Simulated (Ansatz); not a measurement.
Process, species as SMILES: FB([B]F)F → 2 B atom + 3 F atom
B3LYP-D3(BJ)/def2-TZVP geometries, fixed; electronic energies without zero-point terms.
Largest species:
```xyz
5

B     -0.9299     0.3625    -0.5236
F     -2.1974     0.2522    -0.2924
B      0.5496    -0.0774     0.0956
F      1.1760    -1.1628    -0.3474
F      1.2327     0.7523     0.8776
```
Charge 0, spin multiplicity 2.

Basis-set convergence of the atomisation energy at PBE0 with Ansatz (an electronic-structure program). Cartesian d functions, on some or all atoms, in 6-31+G*; all else is spherical. The program fits the integrals of some runs and decomposes those of others, by size. Species with rotatable bonds are taken in one conformer. Open shells are unrestricted. No added dispersion term, no relativity. Functions are those of the species that has most. Reference: the value in aug-cc-pVQZ, 534.15 kcal/mol, itself unsure by roughly 0.44 kcal/mol (its mean distance from def2-QZVPPD, pcseg-3, def2-QZVPP). Deviations are taken from unrounded values.

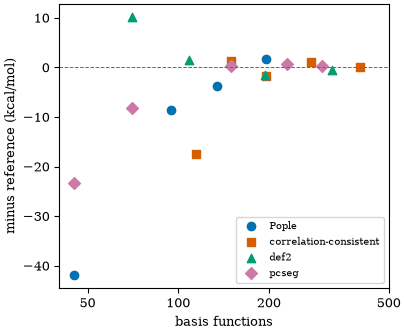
Deviation from the reference against the number of basis functions, by family of sets.

| basis | functions | atomisation energy (kcal/mol) | minus reference (kcal/mol) |
|---|---|---|---|
| 6-31G | 45 | 492.27 | -41.88 |
| pcseg-0 | 45 | 510.85 | -23.30 |
| def2-SVP | 70 | 544.39 | 10.24 |
| pcseg-1 | 70 | 526.07 | -8.08 |
| 6-31+G* | 95 | 525.58 | -8.57 |
| def2-SVPD | 109 | 535.61 | 1.46 |
| aug-cc-pVDZ | 115 | 516.72 | -17.43 |
| 6-311++G(2d,2p) | 135 | 530.38 | -3.77 |
| cc-pVTZ | 150 | 535.43 | 1.28 |
| pcseg-2 | 150 | 534.42 | 0.27 |
| def2-TZVPPD | 194 | 532.54 | -1.62 |
| 6-311++G(3df,3pd) | 195 | 535.89 | 1.74 |
| jun-cc-pV(T+d)Z | 195 | 532.47 | -1.68 |
| aug-pcseg-2 | 230 | 534.86 | 0.71 |
| cc-pVQZ | 275 | 535.16 | 1.01 |
| pcseg-3 | 300 | 534.40 | 0.25 |
| def2-QZVPPD | 324 | 533.54 | -0.61 |
| aug-cc-pVQZ | 400 | 534.15 | 0.00 |
